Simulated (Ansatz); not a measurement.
## Geometry relaxation of Si2NH6 (charge +1) (part 1 of 2)

Si2NH6, charge +1, computed with RKS PBE-D4/def2-SVP (Ansatz 0.2.0).

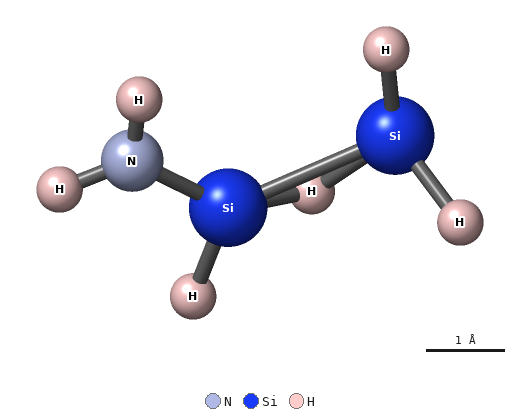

*The starting structure (ball-and-stick view, seen at a tilt).*

The input
```yaml
crystal:
  periodic: [false, false, false]
  atoms:
    - {symbol: N, position_ang: [-0.971759, 0.970903, -1.233480]}
    - {symbol: Si, position_ang: [0.188646, 0.814724, -0.070726]}
    - {symbol: Si, position_ang: [0.610966, -1.254571, 0.974539]}
    - {symbol: H, position_ang: [-1.554028, 0.209553, -1.557485]}
    - {symbol: H, position_ang: [-1.180526, 1.843178, -1.703680]}
    - {symbol: H, position_ang: [0.861897, 2.106051, 0.176941]}
    - {symbol: H, position_ang: [2.033047, -1.517047, 0.662781]}
    - {symbol: H, position_ang: [-0.342079, -2.193278, 0.345912]}
    - {symbol: H, position_ang: [0.575821, 0.356779, 1.216435]}
basis:
  gaussian: {orbitals: def2-SVP}
total_charge: 1
hamiltonian: {xc: pbe, dispersion: d4}
relax: {f_tol: 0.03, max_steps: 250}
```

Run on 2 threads of Arm Neoverse V1, 23 GiB of memory available, shared host.

Command:
```bash
ansatz run in.yaml --threads 2 --pin off --events-out ev --progress --plain --max-ram 4352MiB
```

Output
```
Functional definition: PBE
  name "PBE"
  cite "Perdew, Burke & Ernzerhof, Phys. Rev. Lett. 77, 3865 (1996) doi:10.1103/PhysRevLett.77.3865"
  parent pbe
  parameter kappa = 0.804
  parameter beta = 0.06672455060314922
  exchange = pbe_x(kappa = kappa, mu = beta*pi^2/3)
  correlation = pbe_c(beta = beta)
912 factors; their error is unknown
mean field evaluation 1: about -17299.6019 eV, gradient 8.6e1 eV
mean field evaluation 2: about -17207.4935 eV, gradient 1.6e2 eV
mean field evaluation 4: about -17313.0358 eV, gradient 2.6e1 eV
mean field evaluation 8: about -17316.4571 eV, gradient 1.8e-1 eV
mean field evaluation 16: about -17316.3813 eV, gradient 1.8e-3 eV
mean field -17316.38130538 eV, -636.3652755078 hartree, gradient 3.7e-5 eV, S^2 0.000000; 0 other end points of the search recorded, 0 dependent functions left out
the calculation of the forces begins
reference -17316.38133860 eV, -636.3652767285 hartree; 20, 20 occupied and 60, 60 virtual orbitals, 912 factors
relax step   1: F+E_penalty+E_count = -17316.51914508 eV  Δ(F+E_penalty+E_count) = +0.000e0 eV  max|allowed force component| = 5.143e0 eV/Å  Δτ_max = 0.0000 Å  (28 SCF iters, accepted)
these checks for a lower state are left out or cut short: starts, cluster_reference, orbital_swaps, neighbouring_geometries, increment
912 factors; their error is unknown
mean field -17317.72205929 eV, -636.4145473053 hartree, gradient 2.4e-5 eV, S^2 0.000000; 0 other end points of the search recorded, 0 dependent functions left out
the calculation of the forces begins
reference -17317.72209269 eV, -636.4145485329 hartree; 20, 20 occupied and 60, 60 virtual orbitals, 912 factors
relax step   2: F+E_penalty+E_count = -17317.85939080 eV  Δ(F+E_penalty+E_count) = -1.340e0 eV  max|allowed force component| = 2.688e0 eV/Å  Δτ_max = 0.1914 Å  (35 SCF iters, accepted)
these checks for a lower state are left out or cut short: starts, cluster_reference, orbital_swaps, neighbouring_geometries, increment
912 factors; their error is unknown
mean field evaluation 32: about -17318.4924 eV, gradient 4.5e-5 eV
mean field -17318.49241529 eV, -636.4428573662 hartree, gradient 1.9e-5 eV, S^2 0.000000; 0 other end points of the search recorded, 0 dependent functions left out
the calculation of the forces begins
reference -17318.49244905 eV, -636.4428586068 hartree; 20, 20 occupied and 60, 60 virtual orbitals, 912 factors
relax step   3: F+E_penalty+E_count = -17318.64233845 eV  Δ(F+E_penalty+E_count) = -7.829e-1 eV  max|allowed force component| = 1.305e0 eV/Å  Δτ_max = 0.1975 Å  (34 SCF iters, accepted)
these checks for a lower state are left out or cut short: starts, cluster_reference, orbital_swaps, neighbouring_geometries, increment
912 factors; their error is unknown
mean field -17318.93830709 eV, -636.4592435876 hartree, gradient 1.8e-5 eV, S^2 0.000000; 0 other end points of the search recorded, 0 dependent functions left out
the calculation of the forces begins
reference -17318.93834104 eV, -636.4592448352 hartree; 20, 20 occupied and 60, 60 virtual orbitals, 912 factors
relax step   4: F+E_penalty+E_count = -17319.08961348 eV  Δ(F+E_penalty+E_count) = -4.473e-1 eV  max|allowed force component| = 1.303e0 eV/Å  Δτ_max = 0.1941 Å  (33 SCF iters, accepted)
these checks for a lower state are left out or cut short: starts, cluster_reference, orbital_swaps, neighbouring_geometries, increment
912 factors; their error is unknown
mean field -17319.14633201 eV, -636.4668883623 hartree, gradient 1.5e-5 eV, S^2 0.000000; 0 other end points of the search recorded, 0 dependent functions left out
the calculation of the forces begins
reference -17319.14636580 eV, -636.4668896041 hartree; 20, 20 occupied and 60, 60 virtual orbitals, 912 factors
relax step   5: F+E_penalty+E_count = -17319.29567586 eV  Δ(F+E_penalty+E_count) = -2.061e-1 eV  max|allowed force component| = 9.670e-1 eV/Å  Δτ_max = 0.1914 Å  (27 SCF iters, accepted)
these checks for a lower state are left out or cut short: starts, cluster_reference, orbital_swaps, neighbouring_geometries, increment
912 factors; their error is unknown
mean field -17319.30920556 eV, -636.4728738550 hartree, gradient 5.3e-6 eV, S^2 0.000000; 0 other end points of the search recorded, 0 dependent functions left out
the calculation of the forces begins
reference -17319.30923941 eV, -636.4728750988 hartree; 20, 20 occupied and 60, 60 virtual orbitals, 912 factors
relax step   6: F+E_penalty+E_count = -17319.45667471 eV  Δ(F+E_penalty+E_count) = -1.610e-1 eV  max|allowed force component| = 4.665e-1 eV/Å  Δτ_max = 0.1954 Å  (28 SCF iters, accepted)
these checks for a lower state are left out or cut short: starts, cluster_reference, orbital_swaps, neighbouring_geometries, increment
912 factors; their error is unknown
mean field evaluation 64: about -17319.4088 eV, gradient 5.8e-6 eV
mean field -17319.40880248 eV, -636.4765339742 hartree, gradient 5.8e-6 eV, S^2 0.000000; 0 other end points of the search recorded, 0 dependent functions left out
the calculation of the forces begins
reference -17319.40883645 eV, -636.4765352225 hartree; 20, 20 occupied and 60, 60 virtual orbitals, 912 factors
relax step   7: F+E_penalty+E_count = -17319.55495976 eV  Δ(F+E_penalty+E_count) = -9.829e-2 eV  max|allowed force component| = 3.395e-1 eV/Å  Δτ_max = 0.1939 Å  (28 SCF iters, accepted)
these checks for a lower state are left out or cut short: starts, cluster_reference, orbital_swaps, neighbouring_geometries, increment
912 factors; their error is unknown
mean field -17319.47617831 eV, -636.4790099903 hartree, gradient 5.6e-6 eV, S^2 0.000000; 0 other end points of the search recorded, 0 dependent functions left out
the calculation of the forces begins
reference -17319.47621230 eV, -636.4790112396 hartree; 20, 20 occupied and 60, 60 virtual orbitals, 912 factors
relax step   8: F+E_penalty+E_count = -17319.62163367 eV  Δ(F+E_penalty+E_count) = -6.667e-2 eV  max|allowed force component| = 2.452e-1 eV/Å  Δτ_max = 0.2000 Å  (27 SCF iters, accepted)
these checks for a lower state are left out or cut short: starts, cluster_reference, orbital_swaps, neighbouring_geometries, increment
912 factors; their error is unknown
mean field -17319.50690637 eV, -636.4801392258 hartree, gradient 2.6e-5 eV, S^2 0.000000; 0 other end points of the search recorded, 0 dependent functions left out
the calculation of the forces begins
reference -17319.50694033 eV, -636.4801404739 hartree; 20, 20 occupied and 60, 60 virtual orbitals, 912 factors
relax step   9: F+E_penalty+E_count = -17319.65278609 eV  Δ(F+E_penalty+E_count) = -3.115e-2 eV  max|allowed force component| = 2.370e-1 eV/Å  Δτ_max = 0.2000 Å  (26 SCF iters, accepted)
these checks for a lower state are left out or cut short: starts, cluster_reference, orbital_swaps, neighbouring_geometries, increment
912 factors; their error is unknown
mean field -17319.51220754 eV, -636.4803340399 hartree, gradient 8.9e-6 eV, S^2 0.000000; 0 other end points of the search recorded, 0 dependent functions left out
the calculation of the forces begins
reference -17319.51224122 eV, -636.4803352779 hartree; 20, 20 occupied and 60, 60 virtual orbitals, 912 factors
relax step  10: F+E_penalty+E_count = -17319.65829459 eV  Δ(F+E_penalty+E_count) = -5.509e-3 eV  max|allowed force component| = 1.396e-1 eV/Å  Δτ_max = 0.0859 Å  (26 SCF iters, accepted)
these checks for a lower state are left out or cut short: starts, cluster_reference, orbital_swaps, neighbouring_geometries, increment
912 factors; their error is unknown
mean field -17319.51353218 eV, -636.4803827196 hartree, gradient 1.6e-5 eV, S^2 0.000000; 0 other end points of the search recorded, 0 dependent functions left out
the calculation of the forces begins
reference -17319.51356594 eV, -636.4803839605 hartree; 20, 20 occupied and 60, 60 virtual orbitals, 912 factors
relax step  11: F+E_penalty+E_count = -17319.65968544 eV  Δ(F+E_penalty+E_count) = -1.391e-3 eV  max|allowed force component| = 1.881e-1 eV/Å  Δτ_max = 0.0433 Å  (26 SCF iters, accepted)
these checks for a lower state are left out or cut short: starts, cluster_reference, orbital_swaps, neighbouring_geometries, increment
912 factors; their error is unknown
mean field evaluation 96: about -17319.5159 eV, gradient 4.5e-5 eV
mean field -17319.51585675 eV, -636.4804681461 hartree, gradient 1.7e-5 eV, S^2 0.000000; 0 other end points of the search recorded, 0 dependent functions left out
the calculation of the forces begins
reference -17319.51589054 eV, -636.4804693878 hartree; 20, 20 occupied and 60, 60 virtual orbitals, 912 factors
relax step  12: F+E_penalty+E_count = -17319.66201620 eV  Δ(F+E_penalty+E_count) = -2.331e-3 eV  max|allowed force component| = 1.216e-2 eV/Å  Δτ_max = 0.0244 Å  (27 SCF iters, accepted)
```

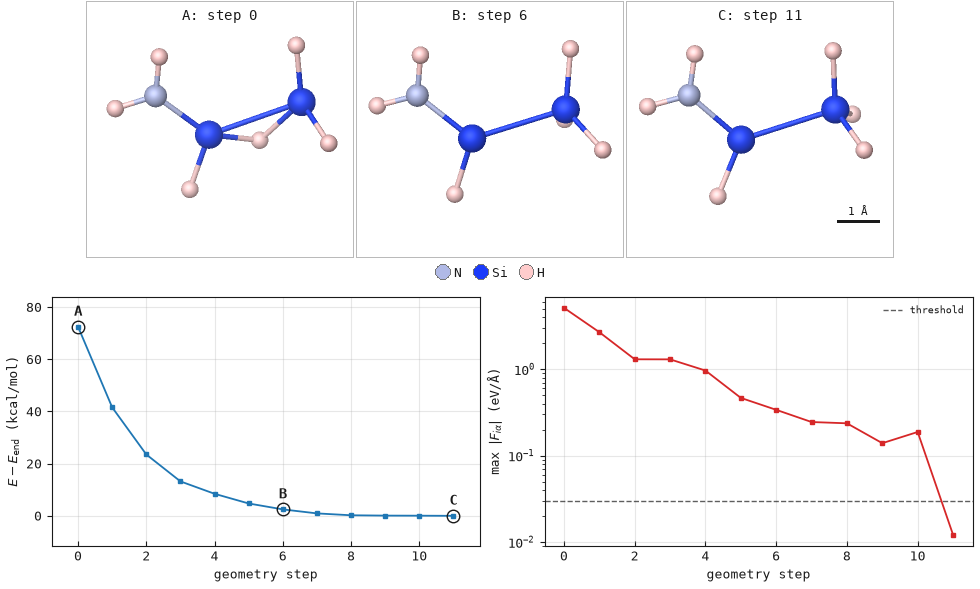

*Frames of the relaxation (ball-and-stick view, seen at a tilt) above the curves, on which the letters mark them (the first geometry is step 0 here and step 1 in the log).*

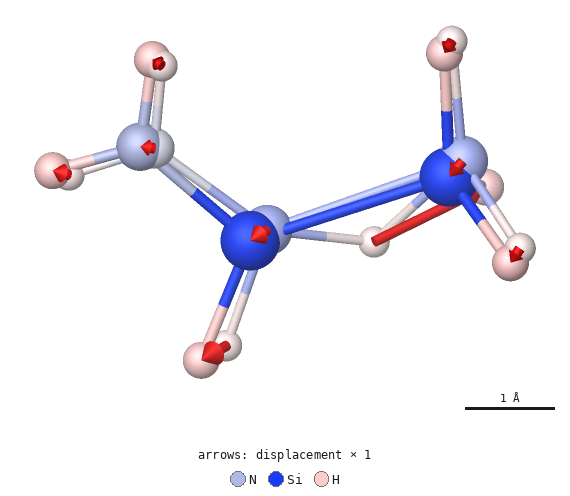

*Start (faint) and end (solid) with the displacements as red arrows, at true length (ball-and-stick view, seen at a tilt). The two geometries are laid on each other by the best rigid fit.*

After 11 geometry steps the energy has fallen by 72.5 kcal/mol. Largest force component: 5.1 eV/Å at the start, 0.012 eV/Å at the end. H9 moves most after the best rigid fit: 1.51 Å. Largest moves by element: H 1.51 Å, Si 0.28 Å, N 0.17 Å. Among the contacts that change: Si2–H9 1.420 → 3.088 Å, Si3–H9 1.630 → 1.498 Å, N1–Si2 1.650 → 1.679 Å, Si2–H6 1.477 → 1.495 Å. Bonds break: Si2–H9 (1.42 → 3.09 Å). Among the angles that change: Si2–Si3–H9 36.3° → 103.7°, H8–Si3–H9 132.6° → 114.4°, H7–Si3–H9 103.1° → 113.7°. (Atoms are counted from 1 in the order of the input.)
